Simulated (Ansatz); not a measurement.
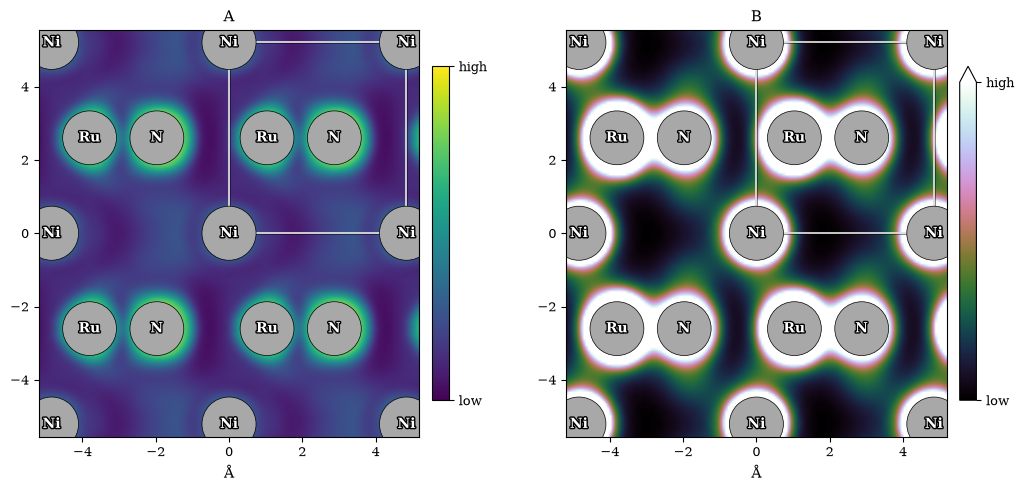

Ni$_{3}$RuN$_{3}$: 2 fields on the (110) plane of the conventional cell, with unlabelled colour scales. Grey discs cover the atomic cores.

Space group P4mm; a generated structure, not necessarily the stable one; changed on purpose from its base cell (volume × 0.91, shape and atoms relaxed); computed pressure about 23 GPa in this cell; computed without spin polarisation.

All numbers below come from DFT PBE, scalar-relativistic, plane waves, PAW (Ansatz 0.2.0).

```cif
data_structure
_symmetry_space_group_name_H-M 'P 1'
_symmetry_Int_Tables_number 1
_cell_length_a 3.6821
_cell_length_b 3.6821
_cell_length_c 4.8428
_cell_angle_alpha 90.000
_cell_angle_beta 90.000
_cell_angle_gamma 90.000
_cell_volume 65.66
loop_
_atom_site_label
_atom_site_type_symbol
_atom_site_fract_x
_atom_site_fract_y
_atom_site_fract_z
_atom_site_occupancy
Ni1 Ni 0.00000 0.50000 0.44662 1
Ni2 Ni 0.50000 0.00000 0.44662 1
Ni3 Ni 0.50000 0.50000 0.82568 1
Ru1 Ru 0.00000 0.00000 0.04000 1
N1 N 0.00000 0.50000 0.84684 1
N2 N 0.50000 0.00000 0.84684 1
N3 N 0.00000 0.00000 0.41911 1
```

Question: Match the panels to the quantities (electron localisation function and valence pseudo-density).

Answer: Panel A: electron localisation function. Panel B: valence pseudo-density. From the grid: Ru–N (1.84 Å): ρ at the midpoint is about 1.5 e/Å³; the ELF peaks at about 0.75 in the valence shell of N, 0.6 Å from its nucleus, and is about 0.40 at the midpoint.
